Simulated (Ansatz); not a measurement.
## Mo under a change: x(W) = 0.333, 3 atoms, P-3m1

Base system: Mo in the bcc (W type) structure (space group Im-3m, No. 229; a = 3.161 Å).

The other end (x = 1) is W in the bcc (W type) structure (space group Im-3m, No. 229): 16.13 Å³/atom, gap zero.

It is then changed as follows: W replaces 33.3 % of the Mo, ordered in a cell of 3 atoms (starting symmetry P-3m1) and fully relaxed.

Level of theory: plane-wave PAW DFT at the PBE level (Ansatz, a quantum-chemistry and plane-wave program, 420 eV), without spin-orbit coupling, earlier PAW set. k-mesh 12×12×17 (Γ-centred); smearing 0.05 eV (Fermi–Dirac), for the changed cell.

```csv
quantity,base,changed,shift
volume per atom,15.79 Å³,15.90 Å³,+0.116 Å³
density,10.09 g/cm³,13.08 g/cm³,+2.99 g/cm³
shortest interatomic distance,273.7 pm,274.1 pm,+0.4 pm
band gap,zero,zero,–
mixing energy (to 0.01 eV only: unlike meshes or grids),–,0.00 eV/atom,–
deviation of the volume from the linear (Vegard-type) interpolation,–,0.0 %,–
```

Final structure:

```
CELL_PARAMETERS angstrom
      4.48333     0.00000     0.00000
     -2.24166     3.88267     0.00000
      0.00000     0.00000     2.74101
ATOMIC_POSITIONS crystal
  W  0.00000 0.00000 0.00000
  Mo 0.33333 0.66667 0.66483
  Mo 0.66667 0.33333 0.33517
```

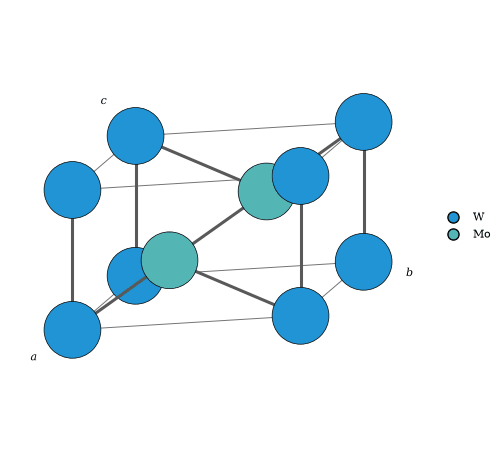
The relaxed conventional cell after the change

Each cell is one ordered arrangement of few atoms, which overstates ordering effects compared with a random alloy. No phonon test of stability was made. All final runs are without spin polarisation.
